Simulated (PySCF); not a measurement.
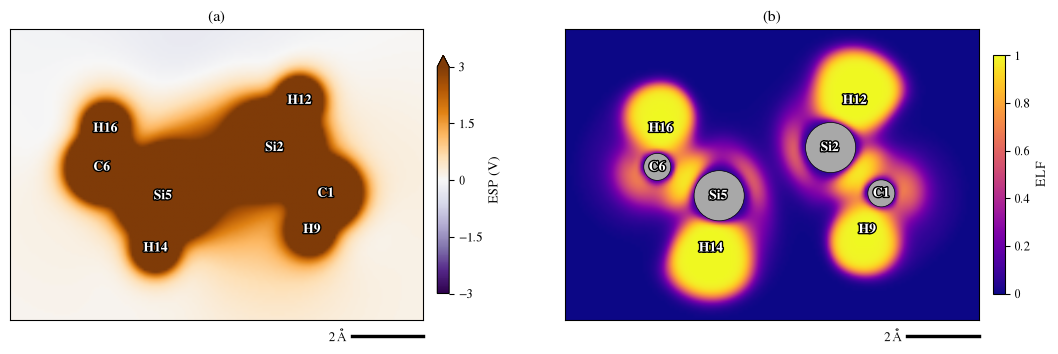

Figure. C2H10Cl2Si4. (a) electrostatic potential; (b) electron localisation function on the plane of atoms C6, Si5 and H14. Grey discs cover the atomic cores in the ELF map.

Geometry: GFN2-xTB.

Method: PySCF 2.14.0, PBE0/pcSseg-1, SCF density, gas phase, non-relativistic.

```xyz
18

C    -3.1241    0.1860   -0.2610
Si   -1.4653   -0.3965   -0.9969
Si    0.1078    1.3899   -0.9640
Cl    1.2788    1.4439   -2.6529
Si    1.2520    0.3847    0.8691
C     3.1085    0.0494    0.6032
Si   -0.1840   -1.5083    0.6732
Cl    0.8177   -3.1481   -0.0618
H    -2.9633    0.7024    0.6807
H    -3.6429    0.8710   -0.9241
H    -3.7924   -0.6468   -0.0667
H    -1.8228   -1.0735   -2.2580
H    -0.3599    2.7807   -0.8846
H     1.1528    1.1175    2.1469
H     3.5294   -0.5551    1.4025
H     3.2601   -0.4888   -0.3284
H     3.6851    0.9691    0.5462
H    -0.8462   -2.0713    1.8582
```

Q: What does the map show?

A:
- The section cuts through C, Si and H sites.
- C–Si (1.91 Å): the ELF peaks at about 0.95 between the atoms; a covalent bond.
- C–H (1.09 Å): the ELF climbs to about 1 towards the hydrogen, as it does in any bond to H: an ordinary covalent bond to hydrogen.
- Si–H (1.48 Å): the ELF climbs to about 1 towards the hydrogen.
- The potential has no marked negative region in this plane.
